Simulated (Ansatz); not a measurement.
# Iridium, bcc under BLYP: from relaxation to bulk modulus

The plan for iridium in the bcc structure: relax it, solve it on a dense k-mesh, then scale the cell to 7 volumes from 88 to 112 % of the relaxed one and try a fit of the equation of state. Spin polarisation is left out. The k-meshes are 14×14×14 for the relaxation; 23×23×23 for the dense run; 16×16×16 for the volumes.

This is Ir in the bcc structure; at room conditions it is fcc.

Method: DFT BLYP, plane waves (420 eV) with PAW, scalar-relativistic; PAW files made under PBE, frozen cores solved again for the functional, in Ansatz 0.2.0.

**1. The structure to begin with**

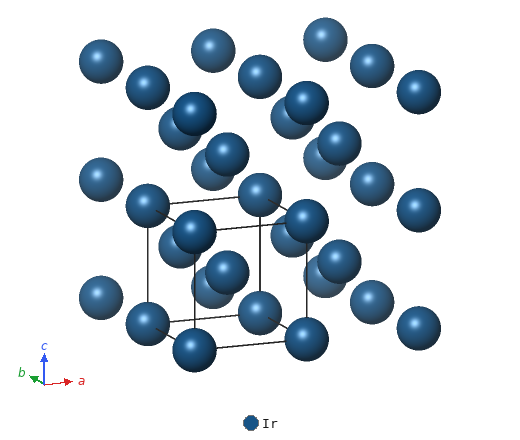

The structure, seen slightly off an axis (iridium blue). 2×2×2 conventional cells are drawn; the run uses a primitive one. Any atoms on the faces are drawn again on the opposite ones.

Coordinates:

```
Ir
1.0
    -1.52367    1.52367    1.52367
     1.52367   -1.52367    1.52367
     1.52367    1.52367   -1.52367
Ir
1
Direct
  0.00000 0.00000 0.00000
```

**2. Relaxation of the cell**

The input, input.yaml:

```yaml
crystal:
  lattice:
    - [-1.5236668997, 1.5236668997, 1.5236668997]
    - [1.5236668997, -1.5236668997, 1.5236668997]
    - [1.5236668997, 1.5236668997, -1.5236668997]
  atoms:
    - { symbol: Ir, position: [0.0, 0.0, 0.0] }
hamiltonian:
  xc: blyp
  pseudopotentials:
    kind: paw
    azcp:
      Ir: "pseudopotentials/Ir.paw.azcp"
basis:
  ecutwfc: 420
  fft_grid_basis: typed
kpoints:
  mp_grid: { grid: [14, 14, 14], shift: [0, 0, 0] }
magnetization:
  spin_polarized: false
scf:
  occupations: { method: fermi_dirac, width: 0.1 }
relax:
  max_steps: 60
  f_tol: 0.01
  cell: {}
```

The log of the run:

```text
Warning: RAYON_NUM_THREADS=2 ignored (pool sized by the plan → 2); use --threads N
Engine: ansatz 0.2.0, aarch64-unknown-linux-gnu
Pseudopotentials: kind: paw
Pseudopotential: Ir, paw, valence charge 17, recommended cutoff 420 eV (normal), <dir>
Functional definition: BLYP
  parameter beta = 0.0042
  parameter a = 0.04918
  parameter b = 0.132
  parameter c = 0.2533
  parameter d = 0.349
  exchange = b88_x(beta = beta)
  correlation = lyp_c(a = a, b = b, c = c, d = d)
Crystal: 1 atoms, lattice volume = 14.149 Å³
Basis set: ecut = 420 eV, 249 PW (Γ), exchange–correlation on 36×36×36 points (8 copies of the dense FFT grid, shifted against one another)
Bands: 13, of which v1, the nominal top of the filled ones, is band 9 counted from 1 (8 counted from 0)
Symmetry: 48 space group operations
Space group: Im-3m (ITA 229), of the structure as read, at distance tolerance 2.4e-5 Å
k-points: 104 of 2744
Non-local potential: Ir, projectors of the file, l = 0: 3, l = 1: 2, l = 2: 2, l = 3: 1
PAW form: soft (Blöchl's): semilocal exchange-correlation on the pseudo side does not see the compensation charge
PAW frozen core: Ir, regenerated for the run's functional, and the local potential with it (the file was generated under x = pbe(κ = 0.804, μ = 0.2195149727645171), c = pbe(β = 0.06672455060314922))
PAW one-centre angular grid: Ir, 590 points (default); XC on 64 Gauss nodes
Initial density: superposition of atomic densities (neutral atoms: chi_scale 0, normalization atom), corrected by the library's trained network
Initial wavefunctions: pseudopotential atomic-orbital guess
Functional: x = b88, c = lyp
SCF iter   1: F=—  HF=-11960.020036 eV  |F-HF|=—  |Δ(HF+E_count)|=         —  Δρ=1.67e-2  dr2=3.69e-2  ethr=1.77e-3  ⟨swp⟩=5.0  Hψ=6954  notcnv=0
preconditioner: auto → none  [metal: Δε(μ)=0.011 eV  Ē_g=14.162 eV  σ=0.100 eV  W_gap=0.03  n_scr=0 (ndim 8)  ℏωp=29.6 eV  f_vac=0.000  D(μ)=2.13/eV (n_scr^D=42)]
SCF iter   2: F=—  HF=-11960.009305 eV  |F-HF|=—  |Δ(HF+E_count)|=   1.07e-2  Δρ=4.81e-3  dr2=1.05e-3  ethr=2.17e-4  ⟨swp⟩=2.7  Hψ=2957  notcnv=0
SCF iter   3: F=—  HF=-11960.009454 eV  |F-HF|=—  |Δ(HF+E_count)|=   1.49e-4  Δρ=2.22e-3  dr2=2.30e-4  ethr=6.16e-6  ⟨swp⟩=2.1  Hψ=2249  notcnv=0
SCF iter   4: F=—  HF=-11960.009561 eV  |F-HF|=—  |Δ(HF+E_count)|=   1.07e-4  Δρ=8.44e-4  dr2=3.39e-5  ethr=1.35e-6  ⟨swp⟩=1.0  Hψ=1352  notcnv=0
SCF iter   5: F=—  HF=-11960.009579 eV  |F-HF|=—  |Δ(HF+E_count)|=   1.82e-5  Δρ=1.58e-4  dr2=1.15e-6  ethr=2.00e-7  ⟨swp⟩=2.0  Hψ=2154  notcnv=0
SCF iter   6: F=-11960.009579 eV  HF=-11960.009579 eV  |F-HF|=4.41e-9  |Δ(HF+E_count)|=   6.66e-7  Δρ=1.47e-5  dr2=9.71e-9  ethr=5.88e-10  ⟨swp⟩=4.1  Hψ=4476  notcnv=0
SCF 1 converged in 6 iterations: F = -11960.009579 eV  dr2 = 9.71e-9
relax step   1: F+E_penalty+E_count = -11960.00957942 eV  Δ(F+E_penalty+E_count) = +0.000e0 eV  max|allowed force component| = 0.000e0 eV/Å  Δτ_max = 0.0000 Å  P = +39.557 GPa  Ω = 14.149 Å³  (6 SCF iters, dr2 threshold 1.00e-7 eV, accepted)
Crystal: 1 atoms, lattice volume = 16.321 Å³
Basis set: ecut = 420 eV, 321 PW (Γ), exchange–correlation on 36×36×36 points (8 copies of the dense FFT grid, shifted against one another)
Initial density: handed on by an earlier stage of this run
Initial wavefunctions: those handed on with the density
iter 1 solved again at ethr=4.60e-6 eV; its pass at ethr=3.10e-3 eV (dr2=7.81e-4 eV) is discarded
SCF iter   1: F=—  HF=-11960.188327 eV  |F-HF|=—  |Δ(HF+E_count)|=         —  Δρ=3.47e-3  dr2=8.17e-4  ethr=4.60e-6  ⟨swp⟩=2.3  Hψ=10169  notcnv=0
preconditioner: auto → none  [metal: Δε(μ)=0.018 eV  Ē_g=12.597 eV  σ=0.100 eV  W_gap=0.05  n_scr=0 (ndim 8)  ℏωp=27.6 eV  f_vac=0.000  D(μ)=2.54/eV (n_scr^D=42)]
SCF iter   2: F=—  HF=-11960.188705 eV  |F-HF|=—  |Δ(HF+E_count)|=   3.78e-4  Δρ=1.68e-3  dr2=1.00e-4  ethr=4.60e-6  ⟨swp⟩=2.0  Hψ=1839  notcnv=0
SCF iter   3: F=—  HF=-11960.188874 eV  |F-HF|=—  |Δ(HF+E_count)|=   1.69e-4  Δρ=6.65e-4  dr2=1.52e-5  ethr=5.90e-7  ⟨swp⟩=2.5  Hψ=2232  notcnv=0
SCF iter   4: F=—  HF=-11960.188923 eV  |F-HF|=—  |Δ(HF+E_count)|=   4.87e-5  Δρ=4.30e-5  dr2=1.24e-7  ethr=8.94e-8  ⟨swp⟩=2.0  Hψ=1758  notcnv=0
SCF iter   5: F=-11960.188923 eV  HF=-11960.188923 eV  |F-HF|=3.40e-10  |Δ(HF+E_count)|=   1.18e-7  Δρ=3.79e-6  dr2=8.79e-10  ethr=5.88e-10  ⟨swp⟩=4.0  Hψ=4095  notcnv=0
SCF 2 converged in 5 iterations: F = -11960.188923 eV  dr2 = 8.79e-10
relax step   2: F+E_penalty+E_count = -11960.18892263 eV  Δ(F+E_penalty+E_count) = -1.793e-1 eV  max|allowed force component| = 0.000e0 eV/Å  Δτ_max = 0.0000 Å  P = -6.674 GPa  Ω = 16.321 Å³  energy of the carried Pulay correction = -9.123e-4 eV  (5 SCF iters, dr2 threshold 1.00e-7 eV, accepted)
Crystal: 1 atoms, lattice volume = 15.967 Å³
iter 1 solved again at ethr=3.45e-7 eV; its pass at ethr=3.10e-3 eV (dr2=5.86e-5 eV) is discarded
SCF iter   1: F=—  HF=-11960.198187 eV  |F-HF|=—  |Δ(HF+E_count)|=         —  Δρ=6.64e-4  dr2=4.29e-5  ethr=3.45e-7  ⟨swp⟩=1.6  Hψ=9203  notcnv=0
preconditioner: auto → none  [metal: Δε(μ)=0.003 eV  Ē_g=12.798 eV  σ=0.100 eV  W_gap=0.01  n_scr=0 (ndim 8)  ℏωp=27.9 eV  f_vac=0.000  D(μ)=2.47/eV (n_scr^D=42)]
SCF iter   2: F=—  HF=-11960.198188 eV  |F-HF|=—  |Δ(HF+E_count)|=   7.33e-7  Δρ=2.73e-4  dr2=2.81e-6  ethr=2.52e-7  ⟨swp⟩=2.0  Hψ=1839  notcnv=0
SCF iter   3: F=—  HF=-11960.198190 eV  |F-HF|=—  |Δ(HF+E_count)|=   2.72e-6  Δρ=1.28e-4  dr2=4.86e-7  ethr=1.66e-8  ⟨swp⟩=2.2  Hψ=2186  notcnv=0
SCF iter   4: F=-11960.198192 eV  HF=-11960.198192 eV  |F-HF|=9.21e-8  |Δ(HF+E_count)|=   1.04e-6  Δρ=3.81e-5  dr2=4.35e-8  ethr=5.88e-10  ⟨swp⟩=4.0  Hψ=4085  notcnv=0
SCF 3 converged in 4 iterations: F = -11960.198192 eV  dr2 = 4.35e-8
relax step   3: F+E_penalty+E_count = -11960.19819159 eV  Δ(F+E_penalty+E_count) = -9.269e-3 eV  max|allowed force component| = 0.000e0 eV/Å  Δτ_max = 0.0000 Å  P = -1.481 GPa  Ω = 15.967 Å³  energy of the carried Pulay correction = -7.726e-4 eV  (4 SCF iters, dr2 threshold 1.00e-7 eV, accepted)
Crystal: 1 atoms, lattice volume = 15.876 Å³
iter 1 solved again at ethr=1.19e-8 eV; its pass at ethr=3.10e-3 eV (dr2=2.01e-6 eV) is discarded
SCF iter   1: F=—  HF=-11960.198657 eV  |F-HF|=—  |Δ(HF+E_count)|=         —  Δρ=1.95e-4  dr2=2.81e-6  ethr=1.19e-8  ⟨swp⟩=3.3  Hψ=9346  notcnv=0
preconditioner: auto → none  [metal: Δε(μ)=0.003 eV  Ē_g=12.861 eV  σ=0.100 eV  W_gap=0.01  n_scr=0 (ndim 8)  ℏωp=28.0 eV  f_vac=0.000  D(μ)=2.45/eV (n_scr^D=42)]
SCF iter   2: F=—  HF=-11960.198660 eV  |F-HF|=—  |Δ(HF+E_count)|=   2.87e-6  Δρ=8.88e-5  dr2=2.70e-7  ethr=1.19e-8  ⟨swp⟩=2.0  Hψ=1848  notcnv=0
SCF iter   3: F=-11960.198660 eV  HF=-11960.198660 eV  |F-HF|=1.08e-7  |Δ(HF+E_count)|=   3.63e-7  Δρ=3.91e-5  dr2=4.61e-8  ethr=5.88e-10  ⟨swp⟩=4.0  Hψ=3936  notcnv=0
SCF 4 converged in 3 iterations: F = -11960.198660 eV  dr2 = 4.61e-8
relax step   4: F+E_penalty+E_count = -11960.19866004 eV  Δ(F+E_penalty+E_count) = -4.684e-4 eV  max|allowed force component| = 0.000e0 eV/Å  Δτ_max = 0.0000 Å  P = -0.030 GPa  Ω = 15.876 Å³  energy of the carried Pulay correction = -7.362e-4 eV  (3 SCF iters, dr2 threshold 1.00e-7 eV, accepted)
Basis set: ecut = 420 eV, 321 PW (Γ), exchange–correlation on 40×40×40 points (8 copies of the dense FFT grid, shifted against one another)
Initial wavefunctions: pseudopotential atomic-orbital guess (no wavefunctions were taken with the density)
iter 1 solved again at ethr=3.37e-8 eV; its pass at ethr=3.10e-3 eV (dr2=5.73e-6 eV) is discarded
SCF iter   1: F=—  HF=-11960.198747 eV  |F-HF|=—  |Δ(HF+E_count)|=         —  Δρ=8.50e-4  dr2=3.57e-6  ethr=3.37e-8  ⟨swp⟩=3.0  Hψ=10413  notcnv=0
SCF iter   2: F=—  HF=-11960.199228 eV  |F-HF|=—  |Δ(HF+E_count)|=   4.81e-4  Δρ=4.25e-4  dr2=8.82e-7  ethr=2.10e-8  ⟨swp⟩=1.0  Hψ=1352  notcnv=0
SCF iter   3: F=—  HF=-11960.199384 eV  |F-HF|=—  |Δ(HF+E_count)|=   1.57e-4  Δρ=3.90e-6  dr2=1.50e-9  ethr=5.19e-9  ⟨swp⟩=1.7  Hψ=1936  notcnv=0
SCF iter   4: F=—  HF=-11960.199384 eV  |F-HF|=—  |Δ(HF+E_count)|=  8.11e-10  Δρ=2.19e-6  dr2=6.80e-10  ethr=8.81e-12  ⟨swp⟩=2.0  Hψ=2207  notcnv=0
SCF iter   5: F=-11960.199384 eV  HF=-11960.199384 eV  |F-HF|=3.27e-11  |Δ(HF+E_count)|=  2.62e-10  Δρ=3.60e-7  dr2=3.19e-12  ethr=1.00e-12  ⟨swp⟩=4.0  Hψ=6011  notcnv=0
SCF 5 converged in 5 iterations: F = -11960.199384 eV  dr2 = 3.19e-12
relax step   5: F+E_penalty+E_count = -11960.19938449 eV  Δ(F+E_penalty+E_count) = -7.245e-4 eV  max|allowed force component| = 0.000e0 eV/Å  Δτ_max = 0.0000 Å  P = +0.012 GPa  Ω = 15.876 Å³  stress off target by 1.24e-2 GPa  SCF on the basis re-selected at this cell (its energy is not comparable with the rows above)  (5 SCF iters)
basis re-selected at this cell: Δ(F+E_penalty+E_count) = -7.245e-4 eV, ΔP = +0.043 GPa vs the last step (what re-selecting the basis moved, of the pressure what is left beyond the Pulay correction that the steps carried, after the strain that the cell walked since its last selection, with what the two solves' SCF thresholds leave and, on support functions, any second-order correction that the steps lacked; it is no measure of the basis error at this ecutwfc). The dense FFT grid was sized anew with the basis: this SCF ran on 20×20×20 points, the steps before it on 18×18×18, so part of this shift can come from that change (see relax.cell in the input reference). This SCF's stress stands 1.24e-2 GPa from its target on what of the cell is left free (relax.cell.stress_tol is 5.00e-2 GPa) and its largest allowed force component is 0.00e0 eV/Å (relax.f_tol is 1.00e-2 eV/Å): within both
SCF converged after 5 iterations
Free energy (F): -11960.199384 eV
Harris-Foulkes:  -11960.199384 eV  (|F-HF|=3.27e-11)
Internal energy: -11960.122481 eV  (E = F + TS)
E sigma→0 (E₀):  -11960.160933 eV
Entropy (-TS):   -0.076903 eV (-76.903 meV/atom)
Fermi energy:    22.575141 eV
--- Per-component energies (eV) ---
  E_band       = -122.146118
  E_kinetic    = 622.308461
  E_local      = -1202.504509  (includes V_loc(G=0)·N_el)
  E_nonlocal   = 72.489645
  E_hartree    = 454.840719
  E_xc         = -262.923852
  E_vxc        = -293.130695  (∫ρ·V_xc dr)
  E_paw        = -9253.171531  (= ΣΔE_a)
  E_vpaw       = -230.990517  (= ΣTr[D̂ρ^β])
  E_aug_tail   = 0.000039  (compensation charges beyond the density's cutoff)
  E_ewald      = -2391.311603
  E_core_change = 0.150151  (= ΣΔE_core)
  E_smearing   = -0.076903  (= −TS)
  E_closure    = -0.000000  (closes the sum)
  Σ components = -11960.199384   (vs F -11960.199384, Δ=0.00e0)
--- Forces (eV/Å), atoms counted from 1 ---
  atom   1  Ir    -0.00000000     0.00000000    -0.00000000
  max |Σ_I F_I| component: 5.24e-32 eV/Å
--- Stress (GPa, compression-positive) ---
        0.012388       0.000000       0.000000
        0.000000       0.012388      -0.000000
       -0.000000      -0.000000       0.012388
  P = ⅓ Tr σ = 0.0124 GPa (0.124 kbar)
--- Relaxed structure (4 steps of the walk, 4 accepted, 1 SCFs on fresh bases) ---
  F+E_penalty+E_count = -11960.19938449 eV   max|allowed force component| = 0.000e0 eV/Å   (the final SCF, on the basis selected at the relaxed cell)
  cell:  # Å, volume = 15.8763 Å³
    - [-1.5833006707980586, 1.5833006707980586, 1.5833006707980586]
    - [1.5833006707980586, -1.5833006707980586, 1.5833006707980586]
    - [1.5833006707980586, 1.5833006707980586, -1.5833006707980586]
  atoms:
    - { symbol: Ir, position: [0.0, 0.0, 0.0] }
```

It took 3 s on 2 threads of Arm Neoverse V1, shared host; peak memory 0.28 GiB.

The steps of the relaxation:

| step | energy change (meV/atom) | largest force (eV/Å) | pressure (GPa) | volume (Å³/atom) |
| --- | --- | --- | --- | --- |
| 1 | 0.00 | 0.0000 | 39.56 | 14.149 |
| 2 | -179.34 | 0.0000 | -6.67 | 16.321 |
| 3 | -188.61 | 0.0000 | -1.48 | 15.967 |
| 4 | -189.08 | 0.0000 | -0.03 | 15.876 |
| 5 | -189.81 | 0.0000 | 0.01 | 15.876 |

Steps that repeat a cell are solved on a basis chosen anew, so their changes of energy are no gain of the relaxation.

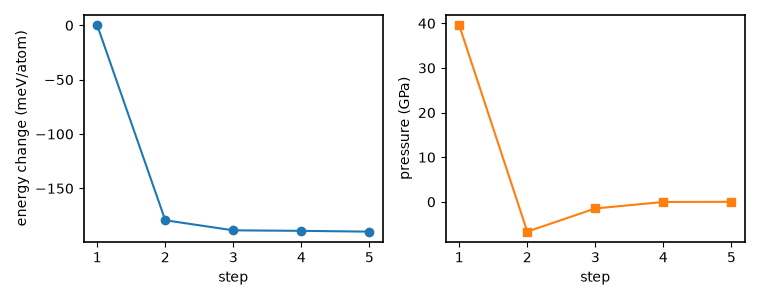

Energy and pressure over the accepted steps.

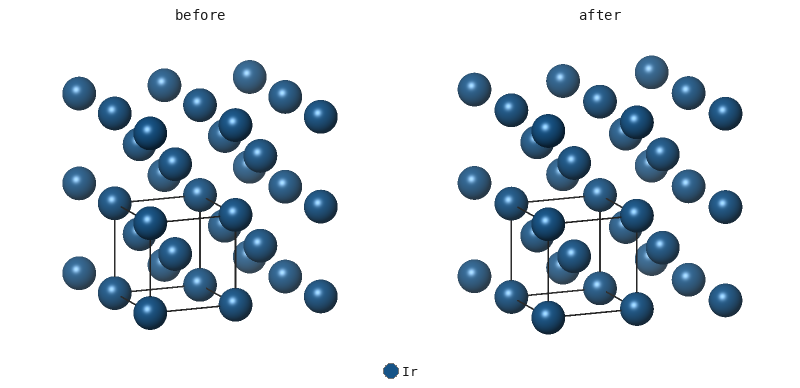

The structure before (left) and after (right), drawn at the same scale. The cells drawn are those of the first picture.

The cell of the run, before and after:

|  | before | after | change |
| --- | --- | --- | --- |
| a (Å) | 2.639 | 2.742 | +3.9 % |
| b (Å) | 2.639 | 2.742 | +3.9 % |
| c (Å) | 2.639 | 2.742 | +3.9 % |
| volume (Å³/atom) | 14.149 | 15.876 | +12.2 % |
| shortest distance (Å) | 2.639 | 2.742 | +3.9 % |
| space group (spins left aside) | Im-3m | Im-3m | same |

**3. The energy on a finer k-mesh**

The input, input.yaml:

```yaml
crystal:
  lattice:
    - [-1.5833006708, 1.5833006708, 1.5833006708]
    - [1.5833006708, -1.5833006708, 1.5833006708]
    - [1.5833006708, 1.5833006708, -1.5833006708]
  atoms:
    - { symbol: Ir, position: [0.0, 0.0, 0.0] }
hamiltonian:
  xc: blyp
  pseudopotentials:
    kind: paw
    azcp:
      Ir: "pseudopotentials/Ir.paw.azcp"
basis:
  ecutwfc: 420
  fft_grid_basis: typed
kpoints:
  mp_grid: { grid: [23, 23, 23], shift: [0, 0, 0] }
magnetization:
  spin_polarized: false
scf:
  occupations: { method: fermi_dirac, width: 0.1 }
```

The log of the run (excerpt; [...] marks lines left out):

```text
Warning: RAYON_NUM_THREADS=2 ignored (pool sized by the plan → 2); use --threads N
[...]
[... 3 set-up lines as earlier in the session ...]
[...]
Crystal: 1 atoms, lattice volume = 15.876 Å³
Basis set: ecut = 420 eV, 321 PW (Γ), exchange–correlation on 40×40×40 points (8 copies of the dense FFT grid, shifted against one another)
Bands: 13, of which v1, the nominal top of the filled ones, is band 9 counted from 1 (8 counted from 0)
[... 1 set-up line as earlier in the session ...]
Space group: Im-3m (ITA 229), of the structure as read, at distance tolerance 2.5e-5 Å
k-points: 364 of 12167
[...]
SCF iter   1: F=—  HF=-11960.206088 eV  |F-HF|=—  |Δ(HF+E_count)|=         —  Δρ=1.43e-2  dr2=3.37e-2  ethr=1.77e-3  ⟨swp⟩=5.0  Hψ=24980  notcnv=0
[...]
SCF iter   6: F=-11960.197281 eV  HF=-11960.197281 eV  |F-HF|=1.86e-10  |Δ(HF+E_count)|=   1.01e-7  Δρ=2.00e-6  dr2=1.91e-10  ethr=4.34e-10  ⟨swp⟩=1.0  Hψ=12828  notcnv=0
[...]
SCF converged after 6 iterations
Free energy (F): -11960.197281 eV
[...]
E sigma→0 (E₀):  -11960.157712 eV
Entropy (-TS):   -0.079138 eV (-79.138 meV/atom)
Fermi energy:    22.579964 eV
[...]
```

Run time: 2 s. Hardware: 2 threads of Arm Neoverse V1, shared host; peak memory 0.32 GiB.

**4. Equation of state: 88 %**

The input, input.yaml:

```yaml
crystal:
  lattice:
    - [-1.5172516548, 1.5172516548, 1.5172516548]
    - [1.5172516548, -1.5172516548, 1.5172516548]
    - [1.5172516548, 1.5172516548, -1.5172516548]
  atoms:
    - { symbol: Ir, position: [0.0, 0.0, 0.0] }
hamiltonian:
  xc: blyp
  pseudopotentials:
    kind: paw
    azcp:
      Ir: "pseudopotentials/Ir.paw.azcp"
basis:
  ecutwfc: 420
  fft_grid_basis: typed
kpoints:
  mp_grid: { grid: [16, 16, 16], shift: [0, 0, 0] }
magnetization:
  spin_polarized: false
scf:
  occupations: { method: fermi_dirac, width: 0.1 }
  lower_state_search: "off"
output:
  stress: true
```

The log of the run (excerpt; [...] marks lines left out):

```text
Warning: RAYON_NUM_THREADS=2 ignored (pool sized by the plan → 2); use --threads N
[...]
[... 3 set-up lines as earlier in the session ...]
[...]
Crystal: 1 atoms, lattice volume = 13.971 Å³
Basis set: ecut = 420 eV, 249 PW (Γ), exchange–correlation on 36×36×36 points (8 copies of the dense FFT grid, shifted against one another)
Bands: 13, of which v1, the nominal top of the filled ones, is band 9 counted from 1 (8 counted from 0)
[... 2 set-up lines as earlier in the session ...]
k-points: 145 of 4096
[...]
SCF iter   1: F=—  HF=-11959.969016 eV  |F-HF|=—  |Δ(HF+E_count)|=         —  Δρ=1.67e-2  dr2=3.71e-2  ethr=1.77e-3  ⟨swp⟩=5.0  Hψ=9727  notcnv=0
[...]
SCF iter   6: F=-11959.958348 eV  HF=-11959.958348 eV  |F-HF|=5.51e-9  |Δ(HF+E_count)|=   7.62e-7  Δρ=1.64e-5  dr2=1.22e-8  ethr=5.88e-10  ⟨swp⟩=2.8  Hψ=7179  notcnv=0
[...]
SCF converged after 6 iterations
Free energy (F): -11959.958348 eV
[...]
E sigma→0 (E₀):  -11959.922915 eV
Entropy (-TS):   -0.070866 eV (-70.866 meV/atom)
Fermi energy:    26.471806 eV
[...]
--- Stress (GPa, compression-positive) ---
       45.480750      -0.000000      -0.000000
        0.000000      45.480750      -0.000000
       -0.000000      -0.000000      45.480750
  P = ⅓ Tr σ = 45.4807 GPa (454.807 kbar)
```

Wall time 1 s (2 threads of Arm Neoverse V1, shared host); peak memory 0.27 GiB.

**5. Equation of state: 92 %**

input.yaml: that of step 4 with these lines changed.

```diff
@@ -2,5 +2,5 @@
   lattice:
-    - [-1.5172516548, 1.5172516548, 1.5172516548]
-    - [1.5172516548, -1.5172516548, 1.5172516548]
-    - [1.5172516548, 1.5172516548, -1.5172516548]
+    - [-1.539900541, 1.539900541, 1.539900541]
+    - [1.539900541, -1.539900541, 1.539900541]
+    - [1.539900541, 1.539900541, -1.539900541]
   atoms:
@@ -25 +25,5 @@
   stress: true
+  write_density: true
+  write_potential: true
+  elf: true
+  volumetric_format: npy
```

The log of the run (excerpt; [...] marks lines left out):

```text
Warning: RAYON_NUM_THREADS=2 ignored (pool sized by the plan → 2); use --threads N
[...]
[... 3 set-up lines as earlier in the session ...]
[...]
Crystal: 1 atoms, lattice volume = 14.606 Å³
Basis set: ecut = 420 eV, 321 PW (Γ), exchange–correlation on 36×36×36 points (8 copies of the dense FFT grid, shifted against one another)
Bands: 13, of which v1, the nominal top of the filled ones, is band 9 counted from 1 (8 counted from 0)
[... 2 set-up lines as earlier in the session ...]
k-points: 145 of 4096
[...]
SCF iter   1: F=—  HF=-11960.109611 eV  |F-HF|=—  |Δ(HF+E_count)|=         —  Δρ=1.57e-2  dr2=3.59e-2  ethr=1.77e-3  ⟨swp⟩=5.0  Hψ=9810  notcnv=0
[...]
SCF iter   6: F=-11960.099580 eV  HF=-11960.099580 eV  |F-HF|=2.83e-9  |Δ(HF+E_count)|=   5.41e-7  Δρ=1.10e-5  dr2=5.71e-9  ethr=5.88e-10  ⟨swp⟩=8.2  Hψ=11891  notcnv=0
[...]
SCF converged after 6 iterations
Free energy (F): -11960.099580 eV
[...]
E sigma→0 (E₀):  -11960.062264 eV
Entropy (-TS):   -0.074631 eV (-74.631 meV/atom)
Fermi energy:    25.059891 eV
[...]
--- Stress (GPa, compression-positive) ---
       26.553398      -0.000000      -0.000000
       -0.000000      26.553398       0.000000
       -0.000000      -0.000000      26.553398
  P = ⅓ Tr σ = 26.5534 GPa (265.534 kbar)
--- Band table (eV; the first three rows and the last of 145) ---
  k-point 0: bands = ["-67.2258", "-23.7483", "-23.7483", "-23.7483", "14.7353", "21.5145", "21.5145", "21.5145", "24.5386", "24.5386", "41.6069", "41.6069", "41.6069"]
[...]
```

It took 1.4 s on 2 threads of Arm Neoverse V1, shared host; peak memory 0.28 GiB.

The maps below are laid out on this run's own conventional cell (a, b, c = 3.080, 3.080, 3.080 Å).

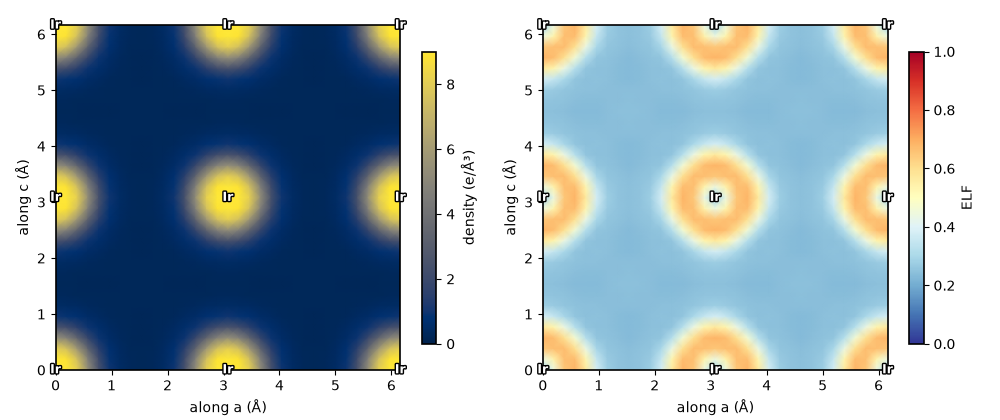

Density (left) and ELF (right) in a lattice plane of the grid's cell (edges 3.08 and 3.08 Å, at 0.000 of the third edge), which holds Ir. Only atoms in the plane are labelled. Both are smooth fields of the valence electrons: close to the nuclei they are not physical.

(Part 1 of 2 ends here.)
